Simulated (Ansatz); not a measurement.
## Al2O3: response to strain

The parent structure is Al₂O₃ in the corundum structure (space group R-3c, No. 167).

```
CELL_PARAMETERS angstrom
      2.40399     1.38794     4.37387
     -2.40399     1.38794     4.37387
      0.00000    -2.77589     4.37387
ATOMIC_POSITIONS crystal
  Al 0.35213 0.35213 0.35213
  Al 0.14787 0.14787 0.14787
  Al 0.64787 0.64787 0.64787
  Al 0.85213 0.85213 0.85213
  O  0.55616 0.94384 0.25000
  O  0.25000 0.55616 0.94384
  O  0.94384 0.25000 0.55616
  O  0.44384 0.05616 0.75000
  O  0.75000 0.44384 0.05616
  O  0.05616 0.75000 0.44384
```

Cartesian axes are those of the cell as printed.

Strains are applied to the cell and any free atomic positions relax; under biaxial strain the out-of-plane vector relaxes too.

Calculations: Kohn–Sham DFT with the PBE functional, run in Ansatz (a quantum-chemistry and plane-wave program) with PAW and 420 eV plane waves, spin-orbit coupling left out, earlier PAW set.

Notes on the quantities. in-plane stress: mean in-plane stress (compression positive).

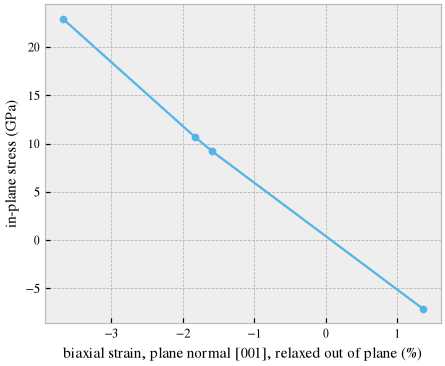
Fig. 1. in-plane stress against biaxial strain, plane normal [001], relaxed out of plane

| biaxial strain, plane normal [001], relaxed out of plane (%) | in-plane stress |
|---|---|
| -3.68 | +22.9 GPa |
| -1.83 | +10.7 GPa |
| -1.59 | +9.2 GPa |
| 1.36 | -7.1 GPa |

No phonon test of stability was made.
